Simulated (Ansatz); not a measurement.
# C3H3BClF: rotation by 120° about the C3–B5 bond, part 2 of 2

How high is the barrier for the rotation by 120° about the C3–B5 bond? Relax the two ends, then run a nudged elastic band between them. SMILES of the start: C#CC(Cl)BF.

Ansatz 0.2.0; RKS revPBE-D4/def2-SVP.

**5. What the band shows**

The 5 inner images lie between the fixed ends 0 and 6. Energy is taken from image 0, and the path length is the program's own coordinate along the band.

```tsv
image	path (Å)	energy (eV)	dihedral Cl4–C3–B5–F6 (°)	band force (eV/Å)
0	0.000	0.0000	96	-
1	0.860	0.0543	123	0.016
2	1.719	0.0975	157	0.018
3*	2.579	0.1415	-174	0.017
4	3.247	0.1268	-147	0.022
5	3.916	0.0651	-119	0.011
6	4.584	0.0018	-96	-
```

The star marks the climbing image.

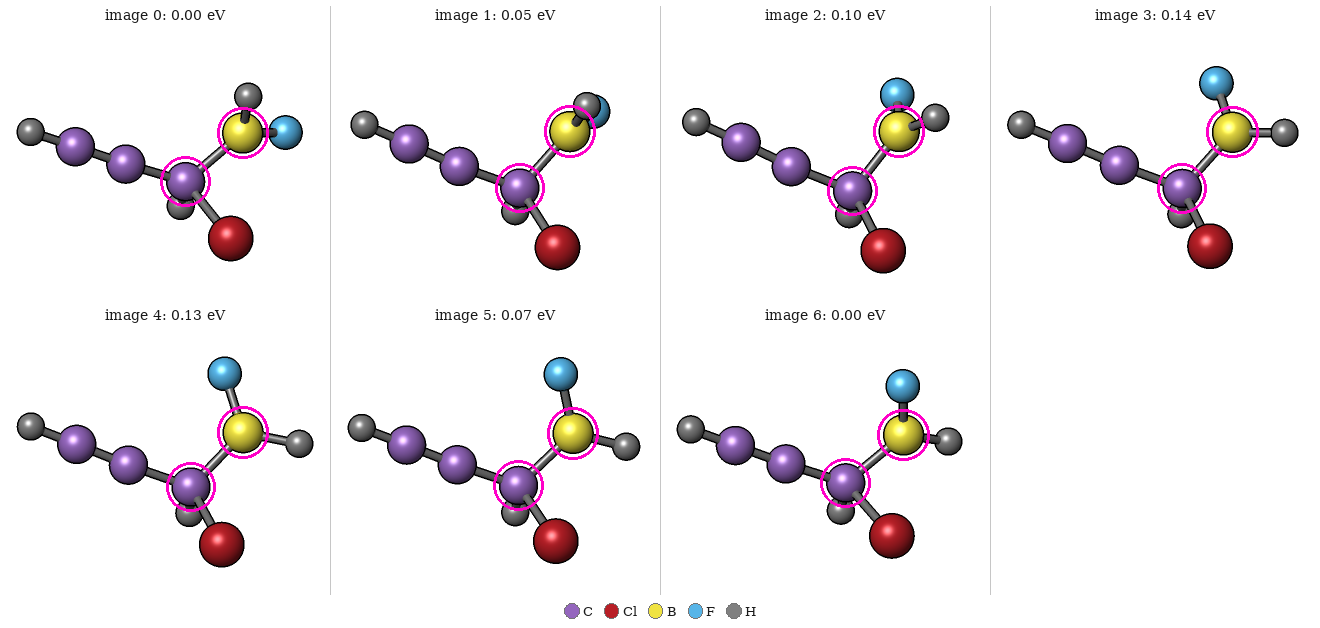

Snapshots along the band, viewed from a chosen angle. Ringed: C3, B5. Sticks join atoms closer than a bonding distance in each image.

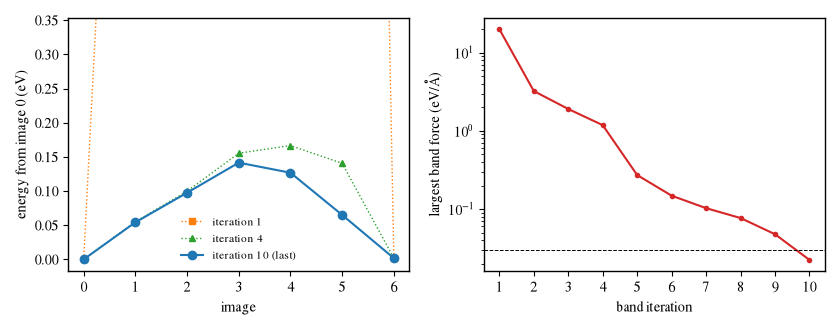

Left: energy of each image for early iterations and the last one (lines only join the points; early values far above the last band run off the scale). Right: the largest band force by iteration, with the threshold dashed.

The top of the band by iteration:

```tsv
iteration	highest image above image 0 (eV)	largest band force (eV/Å)
1	3.9252	20.009
2	0.5833	3.236
3	0.4816	1.907
4	0.1666	1.185
5	0.1443	0.273
6	0.1390	0.148
7	0.1392	0.103
8	0.1401	0.077
9	0.1407	0.048
10	0.1415	0.022
```

The band as a trajectory file:

```xyz
9
image=0 dE=0.0000
C     2.103   -0.423    0.846
C     0.906   -0.376    0.588
C    -0.497   -0.256    0.283
Cl   -1.091   -1.609   -0.887
B    -0.951    0.845   -0.775
F    -2.155    1.409   -0.630
H     3.157   -0.477    1.079
H    -1.145   -0.342    1.177
H    -0.239    1.182   -1.697
9
image=1 dE=0.0543
C     2.024   -0.325    0.841
C     0.838   -0.413    0.542
C    -0.563   -0.402    0.180
Cl   -1.054   -1.834   -0.884
B    -0.890    0.858   -0.748
F    -1.721    1.794   -0.289
H     3.068   -0.261    1.115
H    -1.214   -0.457    1.076
H    -0.399    0.994   -1.850
9
image=2 dE=0.0975
C     1.964   -0.256    0.864
C     0.792   -0.400    0.533
C    -0.596   -0.471    0.108
Cl   -0.949   -1.960   -0.900
B    -0.873    0.853   -0.748
F    -1.127    1.978   -0.078
H     2.994   -0.151    1.175
H    -1.268   -0.525    0.991
H    -0.848    0.886   -1.962
9
image=3 dE=0.1415
C     1.975   -0.264    0.970
C     0.825   -0.376    0.564
C    -0.530   -0.455    0.046
Cl   -0.779   -1.949   -0.992
B    -0.944    0.859   -0.772
F    -0.699    2.038   -0.205
H     2.988   -0.176    1.336
H    -1.252   -0.557    0.890
H    -1.496    0.834   -1.854
9
image=4 dE=0.1268
C     2.012   -0.307    0.940
C     0.847   -0.379    0.570
C    -0.521   -0.416    0.089
Cl   -0.825   -1.890   -0.979
B    -0.978    0.869   -0.752
F    -0.333    2.019   -0.578
H     3.040   -0.254    1.269
H    -1.232   -0.526    0.941
H    -1.921    0.837   -1.517
9
image=5 dE=0.0651
C     2.050   -0.351    0.889
C     0.862   -0.372    0.593
C    -0.530   -0.349    0.200
Cl   -0.926   -1.758   -0.958
B    -0.996    0.865   -0.732
F    -0.115    1.791   -1.101
H     3.099   -0.341    1.149
H    -1.212   -0.489    1.065
H    -2.143    0.956   -1.122
9
image=6 dE=0.0018
C     2.092   -0.387    0.867
C     0.898   -0.366    0.595
C    -0.504   -0.281    0.280
Cl   -1.042   -1.588   -0.976
B    -1.016    0.837   -0.732
F    -0.147    1.418   -1.561
H     3.147   -0.405    1.107
H    -1.157   -0.452    1.157
H    -2.182    1.179   -0.756
```

**6. Vibrations at the top**

The geometry is the highest inner image of the first converged band.

File input.yaml:

```yaml
crystal:
  periodic: [false, false, false]
  atoms:
    - { symbol: C, position_ang: [1.974984, -0.264173, 0.969979] }
    - { symbol: C, position_ang: [0.825316, -0.375536, 0.563885] }
    - { symbol: C, position_ang: [-0.530122, -0.455396, 0.046224] }
    - { symbol: Cl, position_ang: [-0.779154, -1.948933, -0.991705] }
    - { symbol: B, position_ang: [-0.943583, 0.858541, -0.77229] }
    - { symbol: F, position_ang: [-0.699432, 2.038167, -0.204796] }
    - { symbol: H, position_ang: [2.98839, -0.175916, 1.336071] }
    - { symbol: H, position_ang: [-1.251958, -0.557096, 0.890035] }
    - { symbol: H, position_ang: [-1.495941, 0.834042, -1.854402] }
basis:
  gaussian: { orbitals: def2-SVP }
hamiltonian:
  xc: revpbe
  dispersion: d4
phonons: {}
```

Run with:

```sh
> ansatz run input.yaml --threads 2 --pin off --max-ram 3072MiB --backend cpu --events-out ev --progress --plain --runs-dir out
```

The program printed, cut to the lines that bear on the results:

```text
Warning: RAYON_NUM_THREADS=2 ignored (pool sized by the plan → 2); use --threads N
[...]
Functional definition: revPBE
[...]
1145 factors; their error is unknown
[...]
mean field -19061.63735122 eV, -700.5022522154 hartree, gradient 1.2e-5 eV, S^2 0.000000; 0 other end points of the search recorded, 0 dependent functions left out
[...]
reference -19061.63739276 eV, -700.5022537421 hartree; 26, 26 occupied and 77, 77 virtual orbitals, 1145 factors
[...]
1145 factors; their error is unknown
mean field -19061.63717165 eV, -700.5022456165 hartree, gradient 9.4e-7 eV, S^2 0.000000; 0 other end points of the search recorded, 0 dependent functions left out
[...]
reference -19061.63721319 eV, -700.5022471430 hartree; 26, 26 occupied and 77, 77 virtual orbitals, 1145 factors
[...]
1145 factors; their error is unknown
mean field -19061.63676067 eV, -700.5022305132 hartree, gradient 1.2e-6 eV, S^2 0.000000; 0 other end points of the search recorded, 0 dependent functions left out
[...]
WARN: phonons: modes at or below zero, which the zero-point energy, F, S and C_V leave out: 1, the lowest at -84.12 cm⁻¹. A minimum has none, and a first-order saddle one
[...]
Total energy: -19062.26230088 eV, -700.5252186919 hartree
Atom 0 at     1.974984    -0.264173     0.969979 Å, force     0.010682     0.002439    -0.004880 eV/Å
Atom 1 at     0.825316    -0.375536     0.563885 Å, force    -0.003273     0.002368    -0.003765 eV/Å
Atom 2 at    -0.530122    -0.455396     0.046224 Å, force    -0.018384    -0.006298    -0.005942 eV/Å
Atom 3 at    -0.779154    -1.948933    -0.991705 Å, force    -0.001055     0.004765     0.005691 eV/Å
Atom 4 at    -0.943583     0.858541    -0.772290 Å, force     0.014034    -0.006226     0.011323 eV/Å
Atom 5 at    -0.699432     2.038167    -0.204796 Å, force    -0.009410     0.000363    -0.000404 eV/Å
Atom 6 at     2.988390    -0.175916     1.336071 Å, force    -0.004124    -0.000811     0.001909 eV/Å
Atom 7 at    -1.251958    -0.557096     0.890035 Å, force     0.005222     0.001120     0.000358 eV/Å
Atom 8 at    -1.495941     0.834042    -1.854402 Å, force     0.006308     0.002280    -0.004289 eV/Å
Dipole moment:     0.007797     0.144097     0.176999 e Å
Vibrations: -84.12 116.17 182.02 215.12 349.28 426.83 454.03 622.39 671.54 692.10 799.46 919.46 1006.90 1070.19 1103.16 1180.36 1320.39 2153.19 2594.25 2958.24 3407.11 cm⁻¹, zero-point energy 1.378840 eV
```

Run time: 45 s. Hardware: 2 threads of Arm Neoverse V2, shared host; peak memory 0.13 GiB.

Of 21 modes, 1 is imaginary by more than 30 cm⁻¹ (84i cm⁻¹).

**7. Outcome**

What follows sums up all 2 parts.

```
                    quantity                     value
                       end A  16 moves, 0.734 eV lower
                       end B  13 moves, 0.849 eV lower
            barrier forwards                   0.14 eV
           barrier backwards                   0.14 eV
second end relative to first                 +0.002 eV
               highest image     3 of 0 to 6, climbing
             band iterations                        10
  imaginary modes at the top                  84i cm⁻¹
```

What this shows: The barrier from the first end is 0.14 eV, 5 times kT at 300 K, which at an assumed attempt frequency of 10^13 s⁻¹ means a rate near 10^11 s⁻¹. The two ends lie within 2 meV of each other. The listed dihedral goes from 96° at end A through -174° at the highest image to -96° at end B; the relaxed ends differ by 168° in it rather than the 120° set up, and other torsions can move along the band as well. One imaginary mode, as a first-order saddle point has. Zero-point energy and entropy are left out.
